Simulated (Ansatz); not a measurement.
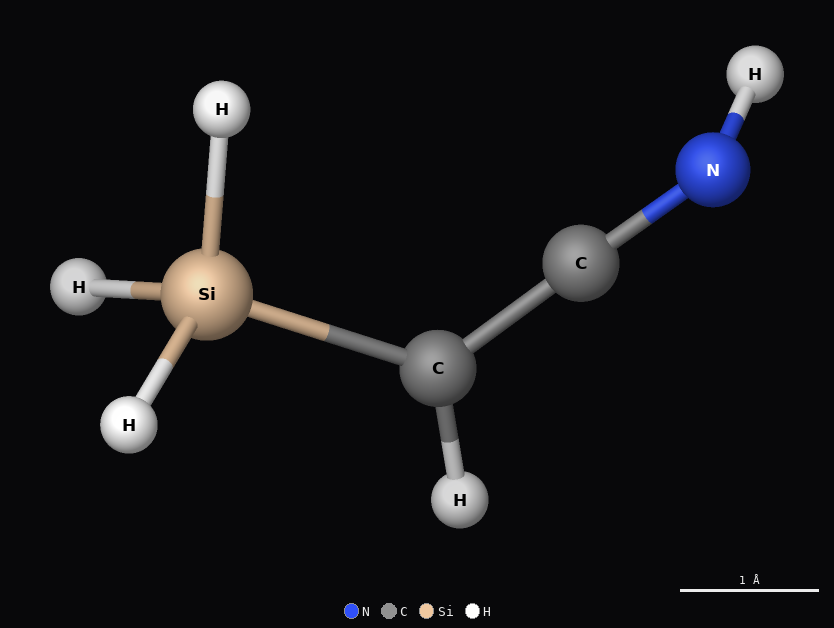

The picture comes from a calculation with Ansatz.

A ball-and-stick model of a molecule.

Describe the molecule.

Formula C2H5NSi. As SMILES it reads `N=C=C[SiH3]`. It has no ring. Among its groups: Si–H bond. The point group is C1. Coordination: 1 N bent; 1 C linear; 1 C trigonal planar; 1 Si tetrahedral.
